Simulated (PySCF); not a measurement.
**NMR shielding calculation, with input and output: C6H11FSi**

C6H11FSi, computed with GIAO PBE0/pcSseg-1 NMR shielding, non-relativistic, gas phase (PySCF 2.14.0).

The geometry comes from this level: GFN2-xTB. It belongs to a series of runs on one base structure; here: C replaced by Si. Figures and captions count atoms from 1; the log counts them from 0 in places.

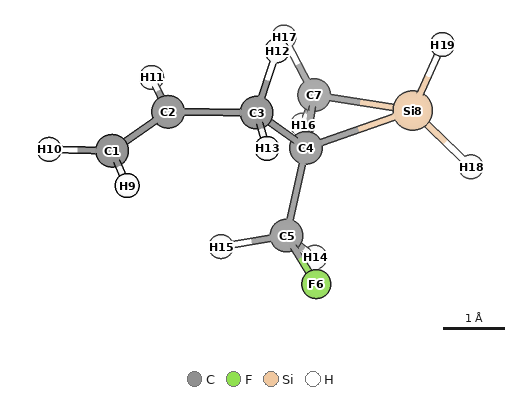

The structure as given in the input (ball-and-stick view, seen at a tilt; atoms are numbered from 1 in the order of the input). Bond lengths as drawn: C–C 1.32 to 1.54 Å, C–F 1.38 Å, C–H 1.08 to 1.10 Å, C–Si 1.88 to 1.90 Å and H–Si 1.45 Å.

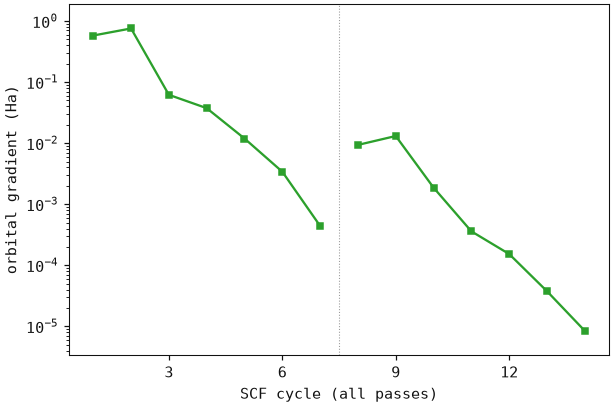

Convergence of the self-consistent field: orbital gradient against the SCF cycle. The dotted line marks the change from a coarse to the final integration grid. The first 7 cycles use a coarse grid, the final grid takes over at cycle 8, and the field converges after 14 cycles in all.

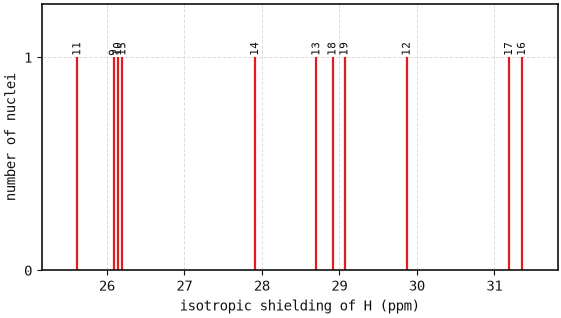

Isotropic shieldings of the hydrogen nuclei in this fixed geometry, labelled by atom number; shielding grows to the right, so chemical shift grows to the left. The least shielded is H11 (25.6 ppm), the most shielded H16 (31.4 ppm).

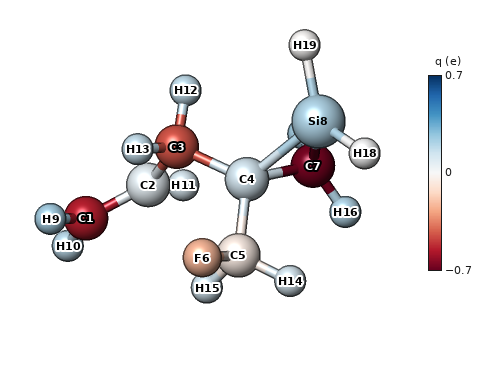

ESP-fitted charges, as the colour of each atom (ball-and-stick view, seen at a tilt; atoms are numbered from 1 in the order of the input). By element: C −0.67 to +0.12, F −0.23, Si +0.21 and H −0.01 to +0.23 e.

The input that produced these results follows, with the program's output.

Input file:
```
{"job": {"kind": "nmr", "xc": "PBE0", "basis": "pcSseg-1"}, "charge": 0, "multiplicity": 1}
C      2.762553    -0.400964    -0.624407
C      1.634243    -0.807741    -0.073737
C      0.777387     0.033733     0.820455
C     -0.613969     0.225090     0.232862
C     -0.592328     0.990347    -1.065148
F     -0.291807     2.320751    -0.844873
C     -1.541376    -1.001879     0.248011
Si    -2.128857     0.397114     1.364228
H      3.157755     0.584665    -0.439402
H      3.345013    -1.032276    -1.274259
H      1.254680    -1.801122    -0.277313
H      0.688422    -0.452186     1.796195
H      1.244788     1.009790     0.967127
H     -1.568918     0.977610    -1.559142
H      0.176834     0.614569    -1.751688
H     -2.052531    -1.222175    -0.679714
H     -1.116766    -1.897280     0.680734
H     -3.240820     1.210687     0.913933
H     -1.904108     0.260518     2.791077
```

The first line tells a small driver script what to run in PySCF; the rest is the geometry in Å.

Run as:
```bash
OMP_NUM_THREADS=1 python <driver script> task.json out
```

What the program printed:
```
coarse grid: 16048 points
cycle   1  E = -623.8381152388  dE =  8.943e-01  |g| = 5.792e-01  |ddm| = 3.887e+00
cycle   2  E = -623.7959381624  dE =  4.218e-02  |g| = 7.560e-01  |ddm| = 1.184e+00
cycle   3  E = -623.9117471640  dE = -1.158e-01  |g| = 6.189e-02  |ddm| = 7.140e-01
cycle   4  E = -623.9123020241  dE = -5.549e-04  |g| = 3.743e-02  |ddm| = 9.247e-02
cycle   5  E = -623.9126306072  dE = -3.286e-04  |g| = 1.191e-02  |ddm| = 4.035e-02
cycle   6  E = -623.9126617902  dE = -3.118e-05  |g| = 3.404e-03  |ddm| = 1.231e-02
cycle   7  E = -623.9126644878  dE = -2.698e-06  |g| = 4.405e-04  |ddm| = 3.557e-03
final grid: 149872 points
cycle   8  E = -623.9687091569  dE = -5.142e-05  |g| = 9.357e-03  |ddm| = 3.304e-02
cycle   9  E = -623.9686890330  dE =  2.012e-05  |g| = 1.309e-02  |ddm| = 2.075e-02
cycle  10  E = -623.9687306524  dE = -4.162e-05  |g| = 1.869e-03  |ddm| = 1.352e-02
cycle  11  E = -623.9687314517  dE = -7.992e-07  |g| = 3.594e-04  |ddm| = 1.956e-03
cycle  12  E = -623.9687314784  dE = -2.677e-08  |g| = 1.527e-04  |ddm| = 3.898e-04
cycle  13  E = -623.9687314837  dE = -5.307e-09  |g| = 3.756e-05  |ddm| = 1.410e-04
cycle  14  E = -623.9687314841  dE = -3.326e-10  |g| = 8.424e-06  |ddm| = 4.882e-05
converged SCF energy = -623.9687314841

GIAO shielding tensors (ppm)
atom      isotropic    diamagn.    paramagn.     s11        s22        s33       span
  0 C       61.746     253.258    -191.512    -53.739     81.479    157.497    211.236
  1 C       43.162     257.759    -214.597    -76.624     45.759    160.351    236.974
  2 C      144.969     244.956     -99.986    128.953    144.108    161.847     32.894
  3 C      162.701     254.448     -91.747    132.849    160.432    194.820     61.970
  4 C       98.292     241.125    -142.834     54.324     84.614    155.937    101.614
  5 F      404.754     474.598     -69.844    350.448    403.490    460.323    109.875
  6 C      181.484     253.998     -72.514    147.249    193.358    203.844     56.595
  7 Si     485.517     882.373    -396.856    369.864    407.890    678.799    308.935
  8 H       26.089      31.202      -5.112     22.282     25.262     30.723      8.441
  9 H       26.144      29.049      -2.905     22.834     25.093     30.504      7.669
 10 H       25.619      33.083      -7.464     21.946     24.548     30.363      8.417
 11 H       29.871      31.912      -2.041     24.193     30.344     35.075     10.882
 12 H       28.704      32.117      -3.412     24.374     27.915     33.824      9.450
 13 H       27.914      30.764      -2.851     22.744     29.073     31.924      9.180
 14 H       26.201      30.562      -4.361     22.935     27.011     28.657      5.723
 15 H       31.357      31.894      -0.537     26.064     27.587     40.418     14.354
 16 H       31.191      32.391      -1.200     25.739     28.128     39.705     13.966
 17 H       28.912      30.729      -1.817     23.524     26.511     36.701     13.177
 18 H       29.066      30.970      -1.904     23.533     27.127     36.539     13.006
```

Summary:

- outcome: converged
- total energy: −623.968731 hartree
- HOMO: −6.86 eV
- LUMO: −0.02 eV
- dipole moment: 1.74 D
- isotropic shielding, C: 43.2 to 181.5 ppm
- isotropic shielding, F: 404.8 ppm
- isotropic shielding, Si: 485.5 ppm
- isotropic shielding, H: 25.6 to 31.4 ppm
- hardware: 1 CPU thread, shared host
- wall time: 59 s
- peak memory: 0.88 GiB
